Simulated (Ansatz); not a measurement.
**Debugging a many-body input for TePb (Fm-3m)**

A first try at the G0W0 gap of TePb (Fm-3m), what the program said, and an input that works.

Method: G0W0 on PBE, plane waves, PAW, in Ansatz 0.2.0.

**1. The starting structure**

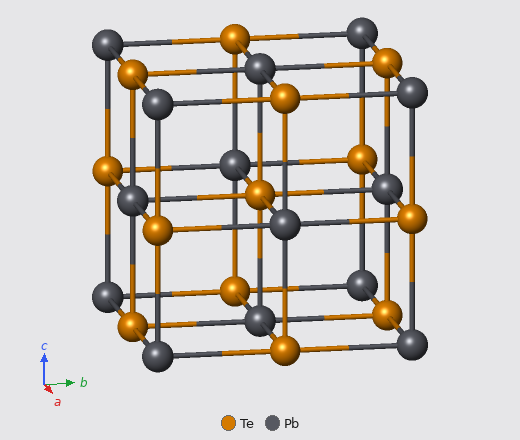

Start, viewed slightly off an axis; tellurium orange, lead dark grey. This picture shows the conventional cell, with its axes. Some periodic images of atoms are drawn too.

The cell and positions come from the Crystallography Open Database and are kept as given unless a step says otherwise. Spin-orbit coupling is left out unless a step names it. The default PAW set here is soft_2. Its files were made with PBE.

**2. First try**

The input, input.yaml:

```yaml
crystal:
  lattice:
    - [0.0, 3.231, 3.231]
    - [3.231, 0.0, 3.231]
    - [3.231, 3.231, 0.0]
  atoms:
    - { symbol: Te, position: [0.5, 0.5, 0.5] }
    - { symbol: Pb, position: [0.0, 0.0, 0.0] }
kpoints:
  mp_grid: { grid: [4, 4, 4] }
hamiltonian:
  xc: pbe
scf:
  occupations: { method: fixed }
gw:
  n_empty_bands: 109
  ecut_chi: 10
  qp_bands: [v2, c2]
  qp_kpoints: band_edges
  screening: { model: contour_deformation }
```

On the command line:

```
$ ansatz run input.yaml --threads 3 --pin off --max-ram 92160MiB --backend cuda --events-out ev --progress --plain --runs-dir out --devices 1 --max-vram 13GiB
```

Numbers of over 12 decimals in the logs are rounded to 6 here.

Output:

```text
GPUs: using 1 of 1 available (devices: 1).
Engine: ansatz 0.2.0, x86_64-unknown-linux-gnu
Pseudopotentials: kind: paw
Pseudopotential: Te, paw, valence charge 16, recommended cutoff 420 eV (normal), Te.paw.azcp
Pseudopotential: Pb, paw, valence charge 14, recommended cutoff 420 eV (normal), Pb.paw.azcp
Functional definition: PBE
  parameter kappa = 0.804
  parameter beta = 0.066725
  exchange = pbe_x(kappa = kappa, mu = beta*pi^2/3)
  correlation = pbe_c(beta = beta)
device memory: the entry about to start is reckoned to put 1.0 GiB on a device that reports 47.2 GiB free (of which the cap on the GPU budget leaves the run 13.0 GiB)
GPU FFT provider: cuFFT
GPU libraries: cuBLAS 13.8.2, cuFFT 12.4.0, cuSOLVER 12.3.4
Crystal: 2 atoms, lattice volume = 67.459 Å³
Basis set: ecut = 420 eV, 1363 PW (Γ)
Bands: 19, of which v1, the nominal top of the filled ones, is band 15 counted from 1 (14 counted from 0)
Symmetry: 48 space group operations
Space group: Fm-3m (ITA 225), of the structure as read, at distance tolerance 4.1e-5 Å
k-points: 8 of 64
Non-local potential: Te, projectors of the file, l = 0: 2, l = 1: 2, l = 2: 2, l = 3: 2
Non-local potential: Pb, projectors of the file, l = 0: 2, l = 1: 2, l = 2: 2, l = 3: 2
PAW form: soft (Blöchl's): semilocal exchange-correlation on the pseudo side does not see the compensation charge
PAW one-centre angular grid: Te, 590 points (default); XC on 64 Gauss nodes
PAW one-centre angular grid: Pb, 590 points (default); XC on 64 Gauss nodes
Initial density: superposition of atomic densities (neutral atoms: chi_scale 0, normalization atom), corrected by the library's trained network
Initial wavefunctions: pseudopotential atomic-orbital guess
GPU buffer pool allocated for 32768 grid points (all kernels)
GPU transforms: local potential and band sums: pruned to the plane-wave sphere, on 30×32×32
Functional: x = pbe(κ = 0.804, μ = 0.219515), c = pbe(β = 0.066725)
SCF iter   1: F=—  HF=-18887.158629 eV  |F-HF|=—  |Δ(HF+E_count)|=         —  Δρ=5.73e-4  dr2=2.01e-4  ethr=1.77e-3  ⟨swp⟩=4.9  Hψ=637  notcnv=0  defer=13
preconditioner: auto → none  [insulator: Δε(μ)=0.728 eV  Ē_g=14.751 eV  n_scr=14 (ndim 8)  ℏωp=20.2 eV  f_vac=0.014  ε∞_Penn≈2.9]
SCF iter   2: F=—  HF=-18887.156821 eV  |F-HF|=—  |Δ(HF+E_count)|=   1.81e-3  Δρ=3.95e-4  dr2=9.84e-5  ethr=6.71e-7  ⟨swp⟩=3.0  Hψ=404  notcnv=0  defer=13
SCF iter   3: F=—  HF=-18887.156834 eV  |F-HF|=—  |Δ(HF+E_count)|=   1.27e-5  Δρ=1.46e-4  dr2=1.11e-5  ethr=3.28e-7  ⟨swp⟩=2.0  Hψ=224  notcnv=0  defer=11
SCF iter   4: F=—  HF=-18887.156851 eV  |F-HF|=—  |Δ(HF+E_count)|=   1.70e-5  Δρ=5.26e-5  dr2=1.45e-6  ethr=3.72e-8  ⟨swp⟩=3.0  Hψ=269  notcnv=0  defer=13
SCF iter   5: F=—  HF=-18887.156852 eV  |F-HF|=—  |Δ(HF+E_count)|=   1.24e-6  Δρ=2.67e-5  dr2=6.28e-7  ethr=4.83e-9  ⟨swp⟩=2.6  Hψ=243  notcnv=0  defer=16
SCF iter   6: F=-18887.156852 eV  HF=-18887.156852 eV  |F-HF|=1.14e-7  |Δ(HF+E_count)|=   1.30e-7  Δρ=1.11e-5  dr2=9.07e-8  ethr=3.33e-10  ⟨swp⟩=5.1  Hψ=730  notcnv=0
SCF 1 converged in 6 iterations: F = -18887.156852 eV  dr2 = 9.07e-8
[...]
device memory: the entry about to start is reckoned to put 1.4 GiB on a device that reports 47.2 GiB free (of which the cap on the GPU budget leaves the run 13.0 GiB)
NSCF: frozen V_eff on 8 k-points
[...]
device memory: the entry about to start is reckoned to put 2.9 GiB on a device that reports 47.2 GiB free (of which the cap on the GPU budget leaves the run 13.0 GiB)
NSCF: frozen V_eff on 8 k-points
G₀W₀ screening: q 1/8
[... further progress lines ...]
device memory: the entry about to start is reckoned to put 0.3 GiB on a device that reports 47.1 GiB free (of which the cap on the GPU budget leaves the run 13.0 GiB)
NSCF: frozen V_eff on 1 k-points
SCF converged after 6 iterations
Free energy (F): -18887.156852 eV
Harris-Foulkes:  -18887.156852 eV  (|F-HF|=1.14e-7)
Internal energy: -18887.156852 eV  (E = F + TS)
E sigma→0 (E₀):  -18887.156852 eV
Fermi energy:    8.702420 eV
--- Per-component energies (eV) ---
  E_band       = -316.612239
  E_kinetic    = 468.336499
  E_local      = -2385.269244  (includes V_loc(G=0)·N_el)
  E_nonlocal   = 39.828284
  E_hartree    = 1254.958915
  E_xc         = -345.567449
  E_vxc        = -237.115506  (∫ρ·V_xc dr)
  E_paw        = -15066.524547  (= ΣΔE_a)
  E_vpaw       = -712.291635  (= ΣTr[D̂ρ^β])
  E_aug_tail   = -0.000145  (compensation charges beyond the density's cutoff)
  E_ewald      = -2852.919164
  E_smearing   = -0.000000  (= −TS)
  E_closure    = 0.000000  (closes the sum)
  Σ components = -18887.156852   (vs F -18887.156852, Δ=0.00e0)
--- Band table (eV; the first three rows and the last of 8) ---
  k-point 0: bands = [... 11 lower, 3.1081, 7.3493, 7.3493, 7.3493, 12.7761, 12.7761, 12.7761, 14.5178]
  k-point 1: bands = [... 11 lower, 1.6917, 7.5128, 7.5128, 8.0447, 10.8218, 11.1516, 11.1516, 14.6605]
  k-point 2: bands = [... 11 lower, 0.1200, 7.8071, 7.8071, 8.7024, 9.4321, 9.9715, 9.9715, 17.0765]
  k-point 7: bands = [... 11 lower, 0.7258, 4.9120, 4.9120, 8.3396, 10.3712, 13.9228, 13.9228, 15.5501]
--- G₀W₀: contour deformation, 7 samples at zero and on the imaginary axis and 1 off it, 64 q-points, 109 empty bands' worth ---
  eigenvalues of the whole cell's RPA ε∞ on this k-mesh (on a slab, of 1 + 4πα/V) = 41.7668, 41.7668, 41.7668; static W/v taken at q = 0 is 0.023942
  bands read: the sum over 124 bands ends inside a degenerate multiplet in 1 slot, whose members it reads at an even weight; the widest, k=7: bands 124 to 125 (counted from 1) at 1/2 each
  gw.qp_kpoints: band_edges: 3 of 8 stored k-points solved, in 1 pass; an edge of the gap read off the rows below is read off those points alone
    valence top: of the k-points left out ik 1 came nearest to being solved in a further pass, in band 15 (counted from 1, as in the quasiparticle table): it holds the edge there only if its correction is more favourable than any solved in that band by at least 0.658 eV; those differ by 0.137 eV
    conduction bottom: of the k-points left out ik 1 came nearest to being solved in a further pass, in band 16 (counted from 1, as in the quasiparticle table): it holds the edge there only if its correction is more favourable than any solved in that band by at least 1.390 eV; those differ by 0.174 eV
    ik  band        ε_KS         Σx   Σc(E_QP)       V_xc       Z   E_QP_lin       E_QP  E_QP is
     2    14      7.8071   -15.6667     2.1466   -13.7664  0.7754     8.0522     8.0535  root
     2    15      8.7024   -15.4124     1.3666   -14.5302  0.7921     9.1833     9.1867  root
     2    16      9.4321    -8.0441    -2.8500   -11.3153  0.7980     9.8571     9.8534  root
     2    17      9.9715    -8.4711    -2.7146   -11.6870  0.7943    10.4790    10.4727  root
     5    14      7.6159   -15.1905     2.0681   -13.3492  0.7726     7.8415     7.8428  root
     5    15      8.0764   -14.5116     1.4136   -13.4450  0.7845     8.4211     8.4233  root
     5    16     10.3778    -9.5562    -2.7528   -12.9047  0.7899    10.9862    10.9735  root
     5    17     10.4826    -9.2081    -2.7271   -12.5130  0.7888    11.0714    11.0605  root
     7    14      4.9120   -14.5507     3.2921   -11.3363  0.7092     4.9894     4.9897  root
     7    15      8.3396   -15.7510     1.7766   -14.3615  0.7856     8.7241     8.7267  root
     7    16     10.3712    -8.7103    -2.9359   -12.2213  0.7908    10.9564    10.9463  root
     7    17     13.9228    -7.2188    -4.0313   -11.7456  0.7652    14.4262    14.4183  root
```

The job ended after 5.1 s (1 × NVIDIA H100 80GB HBM3 (shared by 6 runs) with 3 threads of AMD EPYC 7R13 (Zen 3), shared host; peak memory 1.1 GiB; 6.3 s of CPU time).

Reading the cycles: dr2 is the Hartree energy of the density residual (eV), the measure of convergence; HF is the Harris–Foulkes estimate of the energy, which meets the free energy F at convergence.

**What went wrong?**

The run ended normally, though the input holds a fault or crude settings.

The fault: screening cutoff of 10 eV. Nearly all local fields and short-range correlation are left out.

It printed a gap of 0.67 eV, which is an artefact of the settings.

**3. A better input**

Now the one-shot GW correction: screening in the RPA, then the self-energy of the levels asked for.

input.yaml, as its differences from that of step 2:

```diff
@@ -15,4 +15,4 @@
 gw:
-  n_empty_bands: 109
-  ecut_chi: 10
+  n_empty_bands: 201
+  ecut_chi: 120
   qp_bands: [v2, c2]
```

Output:

```text
GPUs: using 1 of 1 available (devices: 1).
[...]
GPU FFT provider: cuFFT
GPU libraries: cuBLAS 13.8.2, cuFFT 12.4.0, cuSOLVER 12.3.4
Crystal: 2 atoms, lattice volume = 67.459 Å³
Basis set: ecut = 420 eV, 1363 PW (Γ)
Bands: 19, of which v1, the nominal top of the filled ones, is band 15 counted from 1 (14 counted from 0)
[... 1 set-up line as in the run before ...]
[...]
k-points: 8 of 64
[...]
GPU buffer pool allocated for 32768 grid points (all kernels)
[...]
SCF iter   1: F=—  HF=-18887.158629 eV  |F-HF|=—  |Δ(HF+E_count)|=         —  Δρ=5.73e-4  dr2=2.01e-4  ethr=1.77e-3  ⟨swp⟩=4.9  Hψ=637  notcnv=0  defer=13
[...]
SCF iter   6: F=-18887.156852 eV  HF=-18887.156852 eV  |F-HF|=1.14e-7  |Δ(HF+E_count)|=   1.30e-7  Δρ=1.11e-5  dr2=9.07e-8  ethr=3.33e-10  ⟨swp⟩=5.1  Hψ=730  notcnv=0
SCF 1 converged in 6 iterations: F = -18887.156852 eV  dr2 = 9.07e-8
[...]
2    14      7.8071   -15.6667     1.4591   -13.7664  0.7371     7.3599     7.3660  root
     2    15      8.7024   -15.4124     0.5389   -14.5302  0.7579     8.3566     8.3591  root
     2    16      9.4321    -8.0441    -3.4093   -11.3153  0.7726     9.2944     9.2941  root
     2    17      9.9715    -8.4711    -3.3368   -11.6870  0.7655     9.8509     9.8506  root
     5    14      7.6159   -15.1905     1.4074   -13.3492  0.7353     7.1758     7.1822  root
     5    15      8.0764   -14.5116     0.6981   -13.4450  0.7513     7.7045     7.7079  root
     5    16     10.3778    -9.5562    -3.4398   -12.9047  0.7597    10.2868    10.2865  root
     5    17     10.4826    -9.2081    -3.3980   -12.5130  0.7573    10.3897    10.3894  root
     7    14      4.9120   -14.5507     2.8128   -11.3363  0.6764     4.5007     4.5104  root
     7    15      8.3396   -15.7510     1.0010   -14.3615  0.7477     7.9475     7.9511  root
     7    16     10.3712    -8.7103    -3.5852   -12.2213  0.7613    10.2971    10.2969  root
     7    17     13.9228    -7.2188    -4.6524   -11.7456  0.7332    13.7975    13.7971  root
[key lines of the parts left out:]
SCF converged after 6 iterations
Free energy (F): -18887.156852 eV
Fermi energy:    8.702420 eV
```

The job ended after 6 s (1 × NVIDIA H100 80GB HBM3 (shared by 6 runs) with 3 threads; peak memory 1.1 GiB).

Numbers from this step:

```yaml
bands_summed: 216
rpa_eps_infinity_on_this_mesh_eigenvalues: 39.10, 39.10, 39.10
plane_waves_in_the_screening_matrix: 181
q_points_in_the_mesh: 64
g0w0_gap_on_the_mesh: 0.9349 eV
k_of_the_valence_top: 0, 0, -0.5
k_of_the_conduction_bottom: 0, 0, -0.5
starting_gap_on_the_mesh: 0.7297 eV
z_at_the_valence_top: 0.7579
z_at_the_conduction_bottom: 0.7726
least_direct_g0w0_gap_on_the_computed_points: 0.9349 eV
```

The gap on the mesh goes from 0.73 eV to 0.93 eV, a correction of +0.21 eV. Between the two edge states, bare exchange in place of the xc potential would open the gap by 4.15 eV, and correlation takes back 3.95 eV.

**4. Summary of results**

- first try: converged after 5.1 s
- better run: G0W0 gap on the mesh 0.93 eV (4×4×4 mesh, 201 empty bands, screening to 120 eV)

What this shows: The second run differs in: empty bands and screening cutoff (eV). Bands and cutoff are finite, so the gap is not at the basis limit. The miss can reach some tenths of an eV and take either sign; the mesh is an error of its own. The 4×4×4 mesh is coarse for this cell (its supercell is 18 Å along the shortest edge). The RPA ε∞ on it, from the PBE start, is 39.10; such meshes misread the long-range screening, most where the gap is narrow. Where an edge is built on 6p states of lead, bismuth or thallium, scalar-relativistic gaps usually stand too wide, by a few tenths to over one eV. With atoms this heavy and so narrow a gap, spin-orbit coupling can invert the bands. These scalar-relativistic gaps are then model values, not to be set against experiment, and a spin-orbit change taken from DFT can't simply be added. The RPA ε∞ on this mesh reaches over 25; with a narrow direct gap a coarse mesh can overstate it, and the correction is then too small.

[Paths, hosts, dates, memory and timing lines, banners, echoed tables and standing remarks are left out of the program output.]

[Logs are printed without paths, hosts, clocks, repeated set-up lines and the standing remarks that a program may print on its own settings, such as how far it seeks lower states.]

[Runs of the session that timed out or met a known fault of the program may be left out.]

[Cells called generated may have been cut or substituted from an entry of the Crystallography Open Database or the Materials Project.]

[Hosts, paths, dates, database ids (printed as entryN), source tags and the programs' standing remarks are cut or masked in the printed files.]
